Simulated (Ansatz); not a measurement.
**Fields on a plane of GaSb (zinc blende)**

```
GaSb
1.0
    0.00000     3.05574     3.05574
    3.05574     0.00000     3.05574
    3.05574     3.05574     0.00000
Sb Ga
1 1
Direct
  0.75000   0.75000   0.75000
  0.00000   0.00000   0.00000
```

The slice is a {111} plane (indices of the conventional cell) through the point (0.000, 0.000, 0.000) (fractional), spanned by u = [100] and v = [-1 2 0] in vectors of this cell: u (4.32 Å) and v (7.49 Å, at 90° to u). It covers one period; positions are fractions (u, v).

Atoms on it: Ga at (0.00, 0.00); Ga at (0.50, 0.50). Other atoms lie within 1 Å of the plane.

Computed with PBEsol (plane waves to 420 eV, PAW, scalar-relativistic; Ansatz, a first-principles code). k mesh 13×13×13. These are valence fields of a PAW run, semicore shells included where kept as valence: close to a nucleus they are smooth pseudo fields. At this level the bands of GaSb touch or barely overlap; measurements give the solid a gap. GaSb was relaxed with its symmetry unable to fall. Spin-orbit coupling is left out, though Sb is heavy.

```
|%#+---------+#|
|++=---------=+|
|------===-----|
|::::--===--:::|
|..::--===--::.|
| ..::-----::..|
|  ..:-----:.. |
|   .::---::.  |
|   .:--=--:.  |
| ..:-=+++=-:..|
|..::-+#%#+-::.|
|:::--+%@%+--::|
|-----+#%#+----|
|-----=+++=----|
|==-----------=|
|==--:::::::--=|
|==--::...::--=|
|---::.. ..::--|
|---:..   ..:--|
|--::.     .::-|
|=--:.     .:--|
|++=-:.. ..:-=+|
|%#+-::...::-+#|
|@%+--:::::--+%|
```
Scale: ten equal steps from -1.71 (start of ' ') to 1.72 (end of '@'), in the order ' .:-=+*#%@'. Values: log₁₀ of the valence density in e/Å³. The map has 14 points along u (one character each, u = 0 at the left) and 24 along v (v = 0 in the bottom row). The scale is logarithmic, as a density can span decades between atoms and voids.

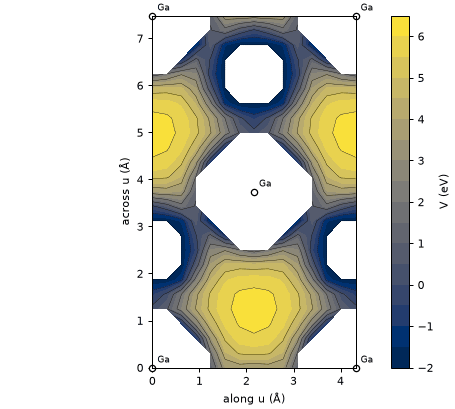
*Electrostatic potential energy of an electron, from the cell's mean, in eV, one period of the plane, atoms marked. Points within 1 Å of a nucleus are left white, as the pseudised field means little there. Values under -2 eV are set to -2. The zero, the cell's mean, hangs on the PAW cores.*
